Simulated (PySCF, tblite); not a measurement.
# BH₄O₃+, a cluster model of a defect (boric unit): NMR shifts, core binding energies and electronic excitations

What NMR shifts, core binding energies and electronic excitations should one expect for `OB(O)[OH2+]`? It is drawn as: protonated.

Computed with tblite 0.8.0 and PySCF 2.14.0; each step states its level. No surroundings beyond the atoms listed, unless a continuum is named. Atoms count from 0, parts from 1.

## (1) Starting point

8 atoms, charge 1, multiplicity 1; geometry: distance geometry start.

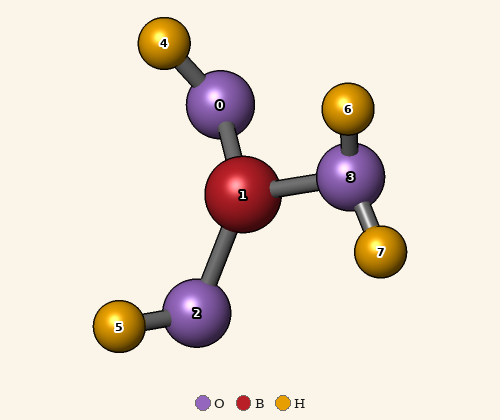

The starting geometry (oxygen purple, boron red, hydrogen amber), atoms numbered.

## (2) Relaxing the cluster with GFN2-xTB

The job: settings as JSON, then the geometry in Å.

```
{"job": {"kind": "relax", "xc": "GFN2-xTB", "basis": "xTB"}, "charge": 1, "multiplicity": 1}
O     -0.766430     1.398011     0.080241
B     -0.199432     0.043933    -0.075013
O     -1.082203    -0.906759    -0.767204
O      1.253061    -0.022084    -0.181406
H     -0.937230     1.590317     1.044472
H     -1.565800    -1.477516    -0.115027
H      1.737027     0.188471     0.645705
H      1.545878    -0.821713    -0.670590
```

Level: GFN2-xTB geometry optimisation, gas phase.

Started as:

```
$ OMP_NUM_THREADS=1 python cluster_run.py task.json out
```

One launch serves the whole session: the jobs run in the order shown.

**Question.** The jobs that follow are: PBE0-D3(BJ)/def2-SVP geometry optimisation, gas phase; GIAO PBE0/pcSseg-2 NMR shielding, non-relativistic, gas phase; delta-SCF UKS SCAN, pcX-2 on the ionised atom, pcseg-1 elsewhere, spin-free X2C; TDDFT CAM-B3LYP/def2-SVPD, vertical, gas phase, core orbitals frozen in the response. Predict: point group; rotational constants (main isotopes); 1H shifts against TMS (PBE0/pcSseg-2, means over atoms taken as alike); 17O shifts against H2O (PBE0/pcSseg-2, means over atoms taken as alike); 11B shifts against BF3·OEt2 (PBE0/pcSseg-2); O1s binding energies, SCAN/pcX-2; B1s binding energies, SCAN/pcX-2; lowest singlet (CAM-B3LYP/def2-SVPD); brightest single state of those computed; lowest triplet; vertical ionisation energy (ΔSCF); vertical electron affinity (ΔSCF).

As calculated:

```
                                                               quantity                         value
                                                            point group                           C2v
                                   rotational constants (main isotopes)          9.68, 9.25, 4.73 GHz
 1H shifts against TMS (PBE0/pcSseg-2, means over atoms taken as alike)                6.83, 5.27 ppm
17O shifts against H2O (PBE0/pcSseg-2, means over atoms taken as alike)                83.6, 59.4 ppm
                            11B shifts against BF3·OEt2 (PBE0/pcSseg-2)                      13.1 ppm
                                       O1s binding energies, SCAN/pcX-2       O3 549.16, O0 545.59 eV
                                       B1s binding energies, SCAN/pcX-2                  B1 205.77 eV
                                   lowest singlet (CAM-B3LYP/def2-SVPD)   8.96 eV (138 nm), f = 0.000
                               brightest single state of those computed  state 6, 10.47 eV, f = 0.099
                                                         lowest triplet                       8.71 eV
                                      vertical ionisation energy (ΔSCF)                      18.50 eV
                                      vertical electron affinity (ΔSCF)                       4.04 eV
```

**Reading.** Over 6 steps the energy fell by 0.107 eV; of the close pairs, B1–O3 changed most, 1.528 to 1.489 Å (PBE0/def2-SVP). At PBE0/pcSseg-2: Shielding is most anisotropic at O0, O2 (span 141 ppm, paramagnetic term -141 ppm). At PBE0/pcSseg-2, counted by nearest atom on the grid, the HOMO lies on O0, O2 about 44 % each, the LUMO on H6, H7 about 33 % each; O3 10 %. O3 (oxygen bonded to B, 2 H) binds its O1s electron 3.58 eV more tightly than O0 (oxygen bonded to B, H). The first singlet state (HOMO→LUMO 0.86, HOMO→LUMO+1 0.10) lies at 8.96 eV and is dark; of the 6 states computed, the strongest absorption comes from state 6 at 10.47 eV (the last computed, so partners may be missing). The lowest triplet lies 0.24 eV below the lowest singlet (triplets in Tamm-Dancoff, singlets in full TDDFT). The orbital energy would give 17.07 eV for ionisation, ΔSCF gives 18.50 eV.
